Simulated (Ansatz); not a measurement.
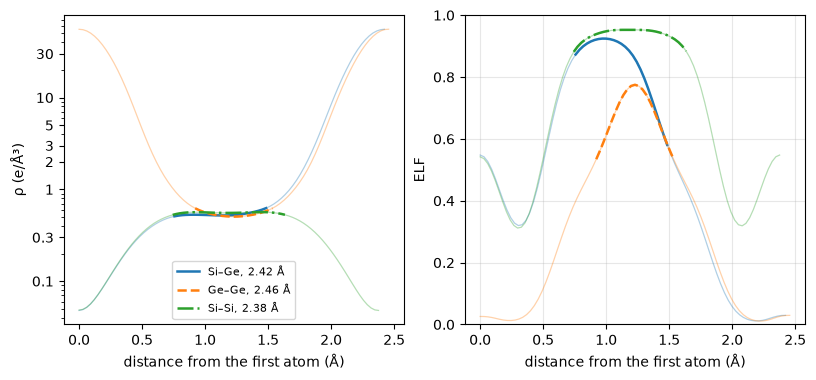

Si$_{3}$Ge$_{2}$. Valence pseudo-density and electron localisation function along straight lines between neighbouring atoms. Thin, pale parts lie inside the atomic spheres.

Space group Imma; a generated structure, not necessarily the stable one.

These are results of DFT PBE, scalar-relativistic, plane waves, PAW (Ansatz 0.2.0), not measurements.

The density is the valence pseudo-density of a PAW calculation; it isn't the true density close to the nuclei.

```
Si Ge
1.0
     3.94148    0.00000    0.00000
     0.00000   19.71922    0.00000
     0.00000    0.00000    5.57525
Si Ge
12 8
Direct
  0.50000 0.25000 0.12821
  0.00000 0.75000 0.62821
  0.00000 0.65400 0.37072
  0.50000 0.15400 0.87072
  0.00000 0.84600 0.37072
  0.50000 0.34600 0.87072
  0.00000 0.25000 0.37179
  0.50000 0.75000 0.87179
  0.50000 0.84600 0.12928
  0.00000 0.34600 0.62928
  0.50000 0.65400 0.12928
  0.00000 0.15400 0.62928
  0.00000 0.44691 0.38144
  0.50000 0.94691 0.88144
  0.50000 0.44691 0.11856
  0.00000 0.94691 0.61856
  0.00000 0.05309 0.38144
  0.50000 0.55309 0.88144
  0.50000 0.05309 0.11856
  0.00000 0.55309 0.61856
```

Question: What kind of bonding do the profiles show?

Answer: Si–Ge (2.42 Å): ρ is about 0.52 e/Å³ halfway; the ELF peaks at about 0.90 between the atoms: a covalent bond.
Ge–Ge (2.46 Å): ρ is about 0.5 e/Å³ halfway; the ELF peaks at about 0.75 between the atoms, as expected for a shared electron pair.
Si–Si (2.38 Å): ρ is about 0.55 e/Å³ halfway; the ELF peaks at about 0.95 between the atoms: a covalent bond.
